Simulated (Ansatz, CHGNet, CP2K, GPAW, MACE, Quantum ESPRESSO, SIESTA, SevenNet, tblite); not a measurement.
# tblite runs on random packing of C72N28 (at. %) (57 atoms)

Aim: run random packing of C72N28 (at. %) (57 atoms) in tblite and see how near its forces come to a plane-wave reference, and at what cost.

Method: the method is named at each step, in tblite 0.8.0.

**1. Set-up**

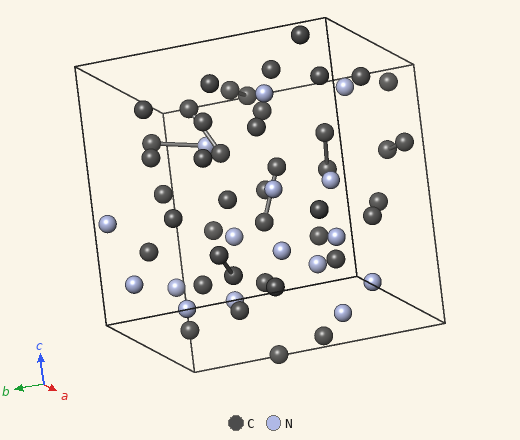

The starting structure, seen from a free direction (carbon dark grey, nitrogen light blue). Bonds to atoms that aren't drawn are left out. Some periodic images of atoms are drawn too.

The cell holds 57 atoms: 41 C and 16 N. Its edges and angles: a = 7.976 Å, b = 7.976 Å, c = 7.976 Å, α = 90.0°, β = 90.0°, γ = 90.0°. 57 atoms (41 C, 16 N) packed at random in a cube at 2.35 g/cm³ and pushed apart as soft spheres; a start for melting by ab initio MD, not an equilibrated structure. Then every atom was moved at random, 0.02 Å r.m.s. a Cartesian component.

The yardstick, on the same geometry:

| Item | Value |
| --- | --- |
| method | Kohn-Sham DFT, PBE, SSSP efficiency 1.3.0 pseudopotentials, plane waves (Quantum ESPRESSO 7.5); sssp-pbe-1.3.0-efficiency, cutoffs 60/480 Ry, Γ point |
| r.m.s. force component | 1.973 eV/Å |
| longest force | 7.252 eV/Å |
| pressure | -26.83 GPa |
| time | 80 s on 2 MPI ranks of Arm Neoverse V1, shared host |
| CPU time | 2.7 min |

**2. GFN2-xTB**

Method: GFN2-xTB tight binding, diagonalisation.

Contents of run.py:

```python
import numpy as np
from ase.io import read
from tblite.ase import TBLite

atoms = read("structure.xyz")
atoms.calc = TBLite(method="GFN2-xTB", electronic_temperature=580, accuracy=1.0, max_iterations=250, mixer_damping=0.1, verbosity=1)
energy = atoms.get_potential_energy()
forces = atoms.get_forces()
print(f"energy {energy:.6f} eV")
print("forces (eV/A)")
for i, (a, f) in enumerate(zip(atoms, forces)):
    print(f"{i:4d} {a.symbol:2s} {f[0]:10.5f} {f[1]:10.5f} {f[2]:10.5f}")
stress = -atoms.get_stress(voigt=False) * 160.21766
print("stress (GPa, compression positive)")
for row in stress:
    print(" ".join(f"{x:10.4f}" for x in row))
print("charges (e)")
print(np.array2string(atoms.get_charges(), precision=4, suppress_small=True, max_line_width=110, threshold=100000))
```

Contents of structure.xyz:

```xyz
57
Lattice="7.97600 0.00000 0.00000 0.00000 7.97600 0.00000 0.00000 0.00000 7.97600" Properties=species:S:1:pos:R:3 pbc="T T T"
C 0.04762 3.86046 6.68078
C 0.31521 4.44367 4.53866
C 0.40478 6.13929 6.37322
C 3.15323 7.38841 2.72093
C 6.11919 5.20673 7.83602
C 3.87570 5.01690 5.44705
C 7.41569 3.40838 3.23810
C 4.54879 2.05191 1.74938
C 5.26193 4.01217 6.81868
C 4.25344 3.44428 4.80291
C 4.81232 7.42566 6.37777
C 3.31491 0.18720 6.80106
C 1.41965 5.94994 3.16902
C 7.51850 6.70415 4.04479
C 2.67547 2.74486 7.38506
C 3.80479 5.81299 6.95667
C 2.86314 4.65136 3.76220
C 7.75897 1.06695 5.51772
C 2.25832 4.92917 6.10587
C 7.08628 3.53720 0.12379
C 4.46911 4.11314 3.26298
C 7.15551 1.34731 3.85695
C 0.53328 4.37707 1.57574
C 5.18663 0.95600 2.98940
C 5.77662 7.25497 0.76259
C 2.20520 3.26944 5.62292
C 0.01468 0.85200 7.60679
C 2.21167 4.54752 1.28493
C 0.63282 2.78083 0.31713
C 1.42108 0.85638 6.60381
C 6.42092 4.57966 4.69930
C 4.46233 6.25470 1.73231
C 2.26048 6.68221 5.32893
C 0.27238 1.00673 2.30171
C 5.29973 4.57727 1.63755
C 6.40808 0.07274 5.31616
C 4.37978 7.11842 4.67473
C 4.57121 1.92732 5.62787
C 6.00146 2.44185 4.86010
C 7.81672 5.23385 0.00040
C 3.90649 5.03054 0.60737
N 6.74770 6.05426 1.63237
N 6.03448 3.11303 2.06235
N 0.84091 2.46107 6.25861
N 2.48237 1.28477 1.91249
N 2.13326 2.92352 1.73103
N 0.53088 7.12759 1.19217
N 5.75644 5.51572 3.31243
N 1.33454 2.69748 3.44348
N 1.36166 5.84346 0.35238
N 6.35934 1.70192 7.31694
N 1.00426 7.87518 3.28755
N 2.50303 0.34137 0.34584
N 5.52370 5.95313 6.15739
N 3.41851 1.54910 3.88383
N 6.64026 7.78673 2.33314
N 4.51777 2.02662 0.07593
```

On the command line:

```bash
$ OMP_NUM_THREADS=1 python run.py > output.txt
```

Output:

```text
------------------------------------------------------------
  cycle        total energy    energy error   density error
------------------------------------------------------------
      1     -121.3834946976  -1.2160156E+02   3.3769122E-01
      2     -124.7113024547  -3.3278078E+00   2.5001466E-01
      3     -125.0332005090  -3.2189805E-01   2.2669556E-01
      4     -126.8217256902  -1.7885252E+00   1.7252860E-01
      5     -126.4788667749   3.4285892E-01   1.3154034E-01
      6     -126.8545163666  -3.7564959E-01   7.2334466E-02
      7     -127.0084651178  -1.5394875E-01   3.7811267E-02
      8     -127.0689179765  -6.0452859E-02   2.6526136E-02
      9     -127.0877413965  -1.8823420E-02   2.1339328E-02
     10     -127.0853934247   2.3479718E-03   1.8709432E-02
     11     -127.0927752816  -7.3818569E-03   1.1662015E-02
     12     -127.0915804685   1.1948131E-03   6.8795158E-03
     13     -127.0942294765  -2.6490080E-03   4.0716132E-03
     14     -127.0949734162  -7.4393971E-04   2.9785994E-03
     15     -127.0950292993  -5.5883085E-05   2.2981052E-03
     16     -127.0950130179   1.6281434E-05   1.6558393E-03
     17     -127.0950690225  -5.6004602E-05   7.6142293E-04
     18     -127.0950884002  -1.9377781E-05   4.7374813E-04
     19     -127.0950901264  -1.7261266E-06   4.0841598E-04
     20     -127.0950921979  -2.0715861E-06   3.2038510E-04
     21     -127.0950933320  -1.1340243E-06   1.8273775E-04
     22     -127.0950940844  -7.5242006E-07   1.0919726E-04
     23     -127.0950941888  -1.0440503E-07   8.3553128E-05
     24     -127.0950942219  -3.3112684E-08   5.9283854E-05
     25     -127.0950942797  -5.7817644E-08   2.5652181E-05
     26     -127.0950942880  -8.2341671E-09   1.7367202E-05
------------------------------------------------------------
 total:                                   4.483 sec
energy -3458.433672 eV
forces (eV/A)
   0 C    -0.28272   -3.09839    1.91488
   1 C    -4.04033    0.10847   -0.51681
   2 C     2.02670   -1.77042    0.59611
   3 C     1.33974   -0.63318    0.19107
   4 C     2.54394   -2.11726   -0.87908
   5 C    -2.43228   -1.47202   -0.26029
   6 C     1.27974   -0.52542   -0.29826
   7 C     3.24574   -2.10523   -2.36588
   8 C     1.46727    1.39714    1.50019
   9 C     0.24323    1.40855   -0.82750
  10 C    -0.60607   -1.54855   -4.17089
  11 C    -0.53507   -0.91169    4.34051
  12 C     0.83579    1.27877    1.47962
  13 C     1.21014    2.49708   -0.79615
  14 C     0.36239    0.10725   -1.72883
  15 C     0.73434   -2.63894    0.08970
  16 C     2.78200    0.13269   -0.89512
  17 C    -3.38967   -1.28316   -1.67656
  18 C     2.81577    0.20450   -3.33346
  19 C     4.05972   -1.68518   -3.75005
  20 C    -2.36002    2.55529    2.84532
  21 C    -1.36709    2.38774    3.61123
  22 C     2.03005   -0.21423   -1.09549
  23 C    -1.93114    1.89065   -2.36495
[...]
49 N    -5.11953    1.05201    0.57364
  50 N     1.68949    0.19741    0.78817
  51 N    -3.01693   -1.42947   -1.93918
  52 N     1.19315    1.46838   -2.37671
  53 N    -3.39598    2.13188    2.96241
  54 N     3.97975   -1.34386    0.19722
  55 N    -1.43866   -0.15135   -2.23923
  56 N     0.86505    0.75517    4.67312
stress (GPa, compression positive)
  -61.8033     3.2619     2.5539
    3.2619   -55.5566     5.1786
    2.5539     5.1786   -55.8051
charges (e)
[ 0.0101 -0.0534 -0.0806 -0.0512  0.0347  0.1037  0.0551  0.0675 -0.0964  0.1137  0.1349  0.0783 -0.045
 -0.0534 -0.0916  0.0304 -0.0454  0.0767  0.0415  0.0417  0.0301  0.0624 -0.0339 -0.0074 -0.1033 -0.0099
  0.0201  0.1034 -0.0192  0.0445 -0.0246  0.0163 -0.0756 -0.0455  0.1506 -0.0006 -0.0628 -0.0309 -0.0051
  0.1898  0.0378 -0.0504 -0.089   0.0638  0.0673  0.0067 -0.0508 -0.0881 -0.0407 -0.0608 -0.0999  0.0415
 -0.0614 -0.019  -0.0653  0.0112 -0.0726]
```

Run time: 5.2 s. Hardware: 1 thread of Arm Neoverse V1, shared host; peak memory 0.1 GiB.

Banners, paths, timers and routine set-up lines are dropped from the logs unmarked, and long logs keep their key lines alone; longer cuts are marked.

Against the reference:

- r.m.s. force component: 2.31 eV/Å
- r.m.s. difference of force components: 590.8 meV/Å
- longest difference of force vectors: 2129 meV/Å
- force difference over r.m.s. force: 29.95 %
- slope of forces against the reference's: 1.141
- correlation of force components: 0.9742
- pressure: -57.72 GPa
- pressure difference: -30.89 GPa

Length of the force difference by element (eV/Å):

```csv
element,atoms,mean,most
C,41,0.81,1.7
N,16,1.2,2.1
```

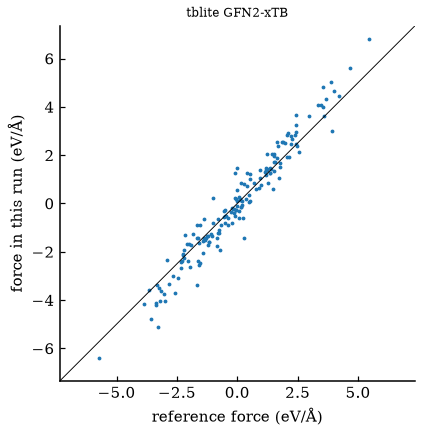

Force components against those of the reference; the line marks equality.

Local excerpt of 9 atoms (numbers count through the whole input) about C40, whose charge lies farthest from its element's mean; x, y, z are measured from there.

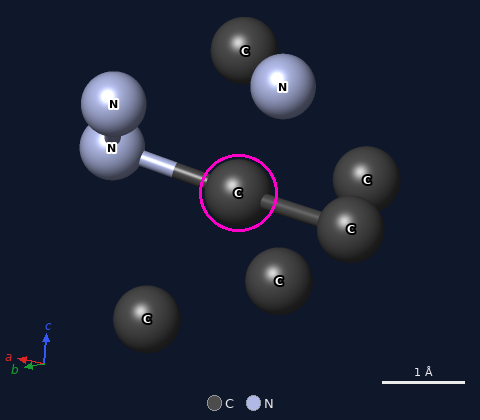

The atoms of the table, within 2.3 Å (arrows a, b, c point along x, y, z); some may hide others; the central atom is ringed.

```csv
atom,x,y,z,distance (Å),Mulliken charge (e),Fx,Fy,Fz (eV/Å)
C40,0.00,0.00,0.00,0.00,0.19,1.37,-0.41,-1.28
N50,1.52,0.61,0.35,1.68,-0.06,-5.12,1.05,0.57
C5,-1.70,-0.03,-0.14,1.70,0.03,2.54,-2.12,-0.88
C20,-0.73,-1.70,0.12,1.85,0.04,4.06,-1.69,-3.75
C1,0.21,-1.37,-1.30,1.90,0.01,-0.28,-3.10,1.91
C23,0.69,-0.86,1.58,1.92,-0.03,2.03,-0.21,-1.10
C3,0.56,0.91,-1.60,1.93,-0.08,2.03,-1.77,0.60
N42,-1.07,0.82,1.63,2.12,-0.05,0.05,4.82,-0.89
N47,0.69,1.89,1.19,2.34,-0.05,1.39,-2.48,-1.63
```

Atoms are counted from 1 here, from 0 in the log.

Forces lie 30 % from the reference's, at 0.032 times its CPU time (on 1 against 2 cores).

**3. GFN1-xTB**

Method: GFN1-xTB tight binding, diagonalisation.

Edit run.py of step 2 so:

```diff
@@ -5,3 +5,3 @@
 atoms = read("structure.xyz")
-atoms.calc = TBLite(method="GFN2-xTB", electronic_temperature=580, accuracy=1.0, max_iterations=250, mixer_damping=0.1, verbosity=1)
+atoms.calc = TBLite(method="GFN1-xTB", electronic_temperature=580, accuracy=1.0, max_iterations=250, mixer_damping=0.1, verbosity=1)
 energy = atoms.get_potential_energy()
```

structure.xyz is that of step 2.

Output:

```text
------------------------------------------------------------
  cycle        total energy    energy error   density error
------------------------------------------------------------
      1     -123.4912806022  -1.2337354E+02   6.5241024E-01
      2     -127.5225736230  -4.0312930E+00   4.6530728E-01
      3     -128.9814296007  -1.4588560E+00   3.7137430E-01
      4     -129.7365784613  -7.5514886E-01   3.1366843E-01
      5     -129.8520806486  -1.1550219E-01   2.5982005E-01
      6     -129.9834643825  -1.3138373E-01   1.7340548E-01
      7     -129.9713171803   1.2147202E-02   1.0774733E-01
      8     -130.0361543972  -6.4837217E-02   4.1179839E-02
      9     -130.0756123960  -3.9457999E-02   1.5745201E-02
     10     -130.0798091037  -4.1967077E-03   6.1446826E-03
     11     -130.0803876480  -5.7854427E-04   2.3762491E-03
     12     -130.0805316239  -1.4397594E-04   1.1286740E-03
     13     -130.0805482564  -1.6632473E-05   6.5452330E-04
     14     -130.0805496954  -1.4389791E-06   5.8248287E-04
     15     -130.0805511358  -1.4404722E-06   4.4953109E-04
     16     -130.0805507601   3.7576405E-07   2.9704479E-04
     17     -130.0805510742  -3.1415809E-07   1.6329232E-04
     18     -130.0805513465  -2.7221884E-07   6.9391839E-05
     19     -130.0805514277  -8.1253773E-08   1.5497475E-05
------------------------------------------------------------
 total:                                   0.736 sec
energy -3539.672099 eV
forces (eV/A)
   0 C    -0.65381   -2.74281    2.39795
   1 C    -5.56409    0.29025   -0.87299
   2 C     2.18619   -1.74068    0.46875
   3 C     2.29829   -1.67045    0.16387
   4 C     1.72075   -3.16115   -1.06559
   5 C    -2.54334   -1.44556   -0.09600
   6 C     2.10314    0.12845    0.14894
   7 C     3.24782   -2.43978   -1.34682
   8 C     1.69411    2.71832    1.85234
   9 C     0.33941    1.08558   -0.54886
  10 C    -0.71666   -1.28345   -4.81462
  11 C    -0.94055   -0.74692    3.47222
  12 C     1.23347    0.46116    1.87025
  13 C     1.48603    2.92630   -0.70932
  14 C    -0.39004    0.24591   -2.30727
  15 C     1.05728   -2.87700   -0.20134
  16 C     3.13391    0.46218   -1.15548
  17 C    -3.69400   -1.85434   -2.08048
  18 C     3.01098    0.51923   -3.39594
  19 C     4.57127   -1.43596   -4.02191
  20 C    -3.37123    2.67482    2.85261
  21 C    -1.73816    2.82672    3.60835
  22 C     2.16329   -0.51496   -1.64077
  23 C    -2.15004    2.14817   -2.42866
[...]
49 N    -4.34902    1.61328    0.20905
  50 N     2.75057   -0.36776    0.75176
  51 N    -3.52551   -0.79290   -0.89226
  52 N     1.25689    0.90175   -2.77367
  53 N    -2.72116    1.46106    3.01474
  54 N     4.61020   -1.41503    0.68634
  55 N    -1.65136    0.28937   -2.19206
  56 N    -0.17726    1.08893    4.66858
stress (GPa, compression positive)
  -63.4403     2.1453     3.0096
    2.1453   -53.7965     6.2205
    3.0096     6.2205   -55.3843
charges (e)
[ 0.0381 -0.0161  0.0296  0.1367  0.0627  0.0589  0.1493  0.1996  0.0592  0.083   0.1229  0.142   0.0708
  0.1113  0.0769  0.081   0.016   0.0925 -0.0127  0.0715  0.0608  0.0743  0.0736  0.1125  0.0469  0.047
  0.1208  0.1287  0.0604  0.1161  0.0832 -0.0036 -0.0333  0.1707  0.209   0.0162  0.0117  0.0242  0.0153
  0.1777 -0.0026 -0.1214 -0.2695 -0.1521 -0.02   -0.1047 -0.1358 -0.2545 -0.2048 -0.1758 -0.2678 -0.2274
 -0.228  -0.2267 -0.2687 -0.1674 -0.2581]
```

Wall time 1.4 s (1 thread); peak memory 0.1 GiB.

Compared with the plane-wave run:

```yaml
r_m_s_force_component: 2.492 eV/Å
r_m_s_difference_of_force_components: 714.8 meV/Å
longest_difference_of_force_vectors: 2653 meV/Å
force_difference_over_r_m_s_force: 36.24 %
slope_of_forces_against_the_reference_s: 1.232
correlation_of_force_components: 0.9754
pressure: -57.54 GPa
pressure_difference: -30.71 GPa
```

Against the first run (30 %), the force difference from the reference is 36 %, at 0.27 times the CPU time.

**4. Side by side**

Differences are against the plane-wave reference, forces as r.m.s. over components; share is that over the reference's r.m.s. force, slope the least-squares factor from reference forces to these. Total energies of different programs have different zeros and aren't compared.

```csv
run,"Δ force, r.m.s. (meV/Å)",share (%),slope,Δ pressure (GPa),cores,CPU time,memory (GiB)
reference,-,-,-,-,2,2.7 min,1.1
tblite GFN2-xTB,591,29.9,1.141,-30.9,1,5.2 s,0.1
tblite GFN1-xTB,715,36.2,1.232,-30.7,1,1.4 s,0.1
```

CPU time is summed over cores on a shared host, where runs went side by side, so it is rough. Symmetry, cutoffs, thresholds, outputs and thread counts weren't matched or tuned between programs; memory under MPI is the largest rank's times the ranks.

**5. Results**

```yaml
nearest_in_forces: tblite GFN2-xTB, 30 %
its_cpu_time: 5.2 s
```

Tight binding differs by 30 % (tblite GFN2-xTB) to 36 % (tblite GFN1-xTB); it is another model, with fitted parameters of its own, and the xTB methods hold dispersion. Of the electronic-structure runs that take under half the reference's CPU time, tblite GFN2-xTB comes nearest, at 30 % in 5.2 s against 2.7 min; its pressure misses by -30.9 GPa. Periodic xTB results under one method name differ between programs and library versions. The reference's pressure holds the uncorrected Pulay stress of its 60 Ry basis, so small pressure differences, and their order, may be the reference's own error. The reference's stress is far from hydrostatic: its diagonal is -29.2, -26.2, -25.0 GPa, compression counted positive. The reference's pressure of -27 GPa says that the cell would shrink at this level of theory. The electronic-structure runs sample only Γ, in a cell whose shortest periodic width is 8 Å, which is coarse for a cell with partly filled levels.

[Also dropped from logs without a mark: logging warnings of Python, and SIESTA's first energy breakdown and zero terms.]

[Logs are printed without paths, hosts, clocks, repeated set-up lines and the standing remarks that a program may print on its own settings, such as how far it seeks lower states.]

[Hosts, paths, dates, database ids (printed as entryN), source tags and the programs' standing remarks are cut or masked in the printed files.]
